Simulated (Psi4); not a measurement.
# UB86bPBE/def2-TZVP (density fitting, core potential) run of SnH3 (SMILES [SnH3])

What is the vertical ionisation energy of SnH3 at UB86bPBE/def2-TZVP (density fitting, core potential)? 

Program for the calculation: Psi4 1.11.

6 further runs of the same task are left out: 6 set aside as unsound or not needed.

**1. The molecule**

SnH3 has 4 atoms, charge 0, and is taken as a doublet. SMILES: `[SnH3]`. The coordinates come from a PBE0-D4/def2-TZVP relaxation.

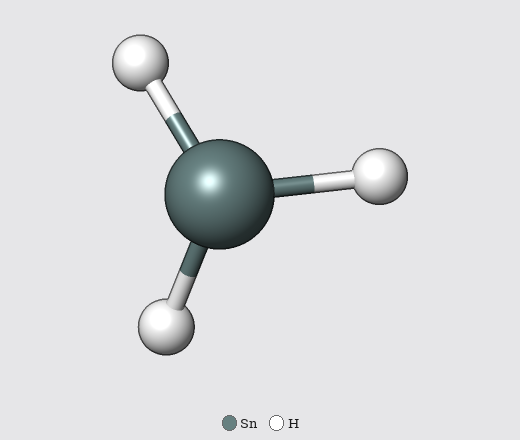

The structure, seen from a chosen angle (tin teal, hydrogen white).

**2. Energy and forces at UB86bPBE/def2-TZVP (density fitting, core potential)**

Input file h3sn.in:

```
memory 1600 mb

molecule system {
  0 2
  Sn
  H 1 1.714805
  H 1 1.714782 2 109.64397
  H 1 1.714845 3 109.64518 2 -120.42759
  no_reorient
  no_com
}

set {
  reference uks
  scf_type disk_df
}

result = gradient("b86bpbe/def2-TZVP")
```

Command:

```console
psi4 -i h3sn.in -o h3sn.out -n 1
```

h3sn.out, cut to the lines that bear on the results:

```text
[...]
    !!!  WARNING: ECP capability is in beta. Please check occupations closely.  !!!
[...]
  Running in c1 symmetry.
[...]
  Nuclear repulsion =   20.933400285367721
[...]
  Multiplicity = 2
[...]
  Nalpha       = 13
  Nbeta        = 12
[...]
    Number of basis functions: 68
[...]
 WARNING: Atomic UHF is not converging! Try casting from a smaller basis or call Rob at CCMST.
   -------------------------
[...]
   @DF-UKS iter   1:  -215.90378484102933   -9.84379e-01   9.64590e-03 ADIIS/DIIS
[...]
   @DF-UKS iter  12:  -216.10838981306253   -1.13687e-13   9.61179e-10 DIIS
[...]
   @S^2 Observed:                7.512056810E-01
[...]
    Orbital Energies [Eh]
    ---------------------
    Alpha Occupied:
       1A     -4.896337     2A     -3.279202     3A     -3.274103
       4A     -3.274103     5A     -0.940650     6A     -0.940650
       7A     -0.940481     8A     -0.935684     9A     -0.935684
      10A     -0.469158    11A     -0.297370    12A     -0.297368
      13A     -0.189373
    Alpha Virtual:
      14A     -0.015145    15A     -0.002744    16A     -0.002742
      17A      0.076108    18A      0.076109    19A      0.079640
      20A      0.115912    21A      0.128234    22A      0.128235
      23A      0.228359    24A      0.269355    25A      0.269356
[...]
  @DF-UKS Final Energy:  -216.10838981306253
   => Energetics <=
    Nuclear Repulsion Energy =             20.9334002853677212
    One-Electron Energy =                -419.5802870872954600
    Two-Electron Energy =                 201.7025045379170365
    DFT Exchange-Correlation Energy =     -19.1640075490518313
    Empirical Dispersion Energy =           0.0000000000000000
    VV10 Nonlocal Energy =                  0.0000000000000000
    Total Energy =                       -216.1083898130625300
[...]
 Multipole Moments:
 ------------------------------------------------------------------------------------
     Multipole            Electronic (a.u.)      Nuclear  (a.u.)        Total (a.u.)
 ------------------------------------------------------------------------------------
 L = 1.  Multiply by 2.5417464519 to convert [e a0] to [Debye]
 Dipole X            :         -2.1837556            2.0922220           -0.0915336
 Dipole Y            :         -1.2498360            1.1974798           -0.0523562
 Dipole Z            :         -0.8810063            0.8440835           -0.0369229
 Magnitude           :                                                    0.1117268
[...]
  -Total Gradient:
     Atom            X                  Y                   Z
    ------   -----------------  -----------------  -----------------
       1        0.003568949146     0.002057139572     0.001443738663
       2       -0.000125770752    -0.000067424620    -0.004031396334
       3       -0.000100979388    -0.003828672206     0.001294168927
       4       -0.003339635508     0.001838376058     0.001293999491
[...]
```

Wall time 11 s (1 thread of Intel Xeon Platinum 8375C at 2.90GHz (Ice Lake), shared host); peak memory 0.38 GiB.

**3. The singlet cation**

Input file job.dat:

```
memory 1600 MB

molecule {
  1 1
  Sn     0.280200    -0.211600    -0.271700
  H      1.055200     0.011000     1.241700
  H     -1.125000    -1.172200    -0.064000
  H     -0.154900     1.312500    -0.926300
  units angstrom
  no_reorient
  no_com
}

set {
  reference uks
  scf_type  disk_df
}

e, wfn = gradient("b86bpbe/def2-TZVP", return_wfn=True)
print_variables()
```

Command:

```console
psi4 -n 1 job.dat job.out
```

job.out, cut to the lines that bear on the results:

```text
[...]
    !!!  WARNING: ECP capability is in beta. Please check occupations closely.  !!!
[...]
  Running in c1 symmetry.
[...]
  Nuclear repulsion =   20.933398960836097
[...]
  Multiplicity = 1
[...]
  Nalpha       = 12
  Nbeta        = 12
[...]
    Number of basis functions: 68
[...]
 WARNING: Atomic UHF is not converging! Try casting from a smaller basis or call Rob at CCMST.
   -------------------------
[...]
   @DF-UKS iter   1:  -215.69320802957063   -7.74924e-01   7.96309e-03 ADIIS/DIIS
[...]
   @DF-UKS iter  10:  -215.80153459834150   -2.41585e-12   4.21377e-09 DIIS
[...]
   @S^2 Observed:               -2.486899575E-14
[...]
  @DF-UKS Final Energy:  -215.80153459834150
   => Energetics <=
    Nuclear Repulsion Energy =             20.9333989608360973
    One-Electron Energy =                -412.6247196916495454
    Two-Electron Energy =                 194.8013591870651453
    DFT Exchange-Correlation Energy =     -18.9115730545931768
    Empirical Dispersion Energy =           0.0000000000000000
    VV10 Nonlocal Energy =                  0.0000000000000000
    Total Energy =                       -215.8015345983415045
[...]
 Multipole Moments:
 ------------------------------------------------------------------------------------
     Multipole            Electronic (a.u.)      Nuclear  (a.u.)        Total (a.u.)
 ------------------------------------------------------------------------------------
 L = 1.  Multiply by 2.5417464519 to convert [e a0] to [Debye]
 Dipole X            :        -10.5217865           11.2244063            0.7026198
 Dipole Y            :          7.9835305           -8.5111375           -0.5276070
 Dipole Z            :         10.1338137          -10.8205718           -0.6867581
 Magnitude           :                                                    1.1152042
[...]
  -Total Gradient:
     Atom            X                  Y                   Z
    ------   -----------------  -----------------  -----------------
       1        0.029096265669    -0.021483045842    -0.029127176353
       2       -0.014375197590     0.007311811581     0.004907697280
       3       -0.005346658987     0.012240174615     0.010320783830
       4       -0.009374586249     0.001933499702     0.013898775375
[...]
```

Wall time 9.6 s (1 thread of Intel Xeon Platinum 8375C at 2.90GHz (Ice Lake), shared host); peak memory 0.38 GiB.

**4. Results**

At UB86bPBE/def2-TZVP (density fitting, core potential):

| quantity | value |
| --- | --- |
| doublet SnH3: total energy | -216.10839 Eh |
| doublet SnH3: dipole moment | 0.28 D |
| doublet SnH3: HOMO energy (highest over α and β) | -5.15 eV |
| doublet SnH3: LUMO energy (lowest over α and β) | -3.97 eV |
| doublet SnH3: ⟨S²⟩ | 0.751 |
| doublet SnH3: largest force on an atom | 0.224 eV/Å |
| singlet cation: total energy | -215.80153 Eh |
| singlet cation: HOMO energy | -14.60 eV |
| singlet cation: LUMO energy | -11.52 eV |
| singlet cation: HOMO–LUMO gap | 3.08 eV |
| singlet cation: largest force on an atom | 2.388 eV/Å |
| vertical ionisation energy (to the singlet cation) | 8.350 eV |

What this shows: Removing an electron at fixed nuclei costs 8.35 eV (806 kJ/mol). Only the singlet of the ionised species was computed; a triplet could lie lower.
